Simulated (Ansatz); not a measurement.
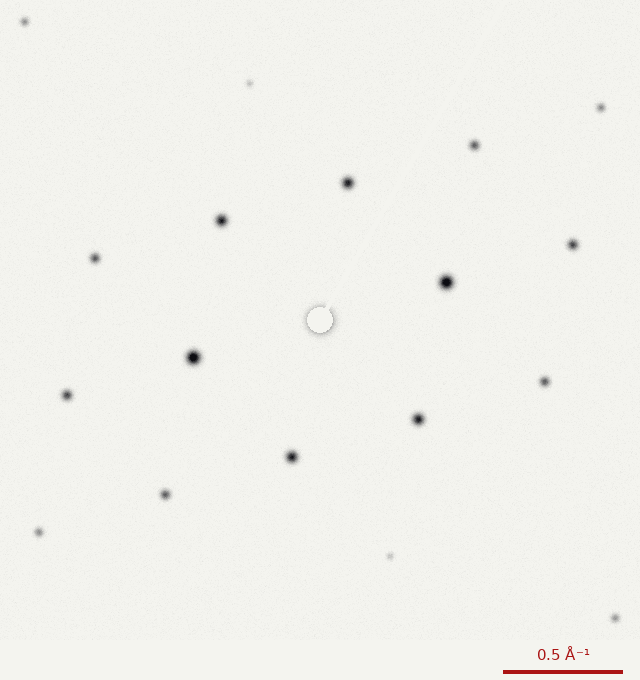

Kinematic zone-axis pattern, calculated for 200 keV electrons with B = 0.3 Å².

Phase: As, space group R-3m (No. 166), a = 3.593 Å, c = 15.335 Å (hexagonal axes). Structure: the end point of a relaxation at fixed volume with Ansatz, DFT r2SCAN, scalar-relativistic, plane waves, PAW.

```
As
1.0
     3.59289    0.00000    0.00000
    -1.79645    3.11154    0.00000
     0.00000    0.00000   15.33464
As
6
Direct
  0.33333 0.66667 0.87788
  0.00000 0.00000 0.78879
  0.00000 0.00000 0.21121
  0.66667 0.33333 0.12212
  0.66667 0.33333 0.54455
  0.33333 0.66667 0.45545
```

Determine the zone axis from the geometry of the pattern.

The spots form a centred rectangular net whose two shortest vectors correspond to d = 1.80 Å and 1.69 Å, 61.9° apart. They index as 2 -1 0 and 1 1 -3, so the zone axis is [121] (or an equivalent direction of <121>).

List the strongest reflections.

Strongest reflections with d > 0.80 Å, one of each family (|F|² from tabulated Gaussian fits of the electron scattering factors, times a small damping for the curvature of the Ewald sphere):

| hkl | d (Å) | I (strongest = 100) |
| --- | --- | --- |
| 2 -1 0 | 1.796 | 100 |
| 1 1 -3 | 1.695 | 39 |
| 4 -2 0 | 0.898 | 18 |
| 3 0 -3 | 1.016 | 11 |
| 0 3 -6 | 0.961 | 0 |
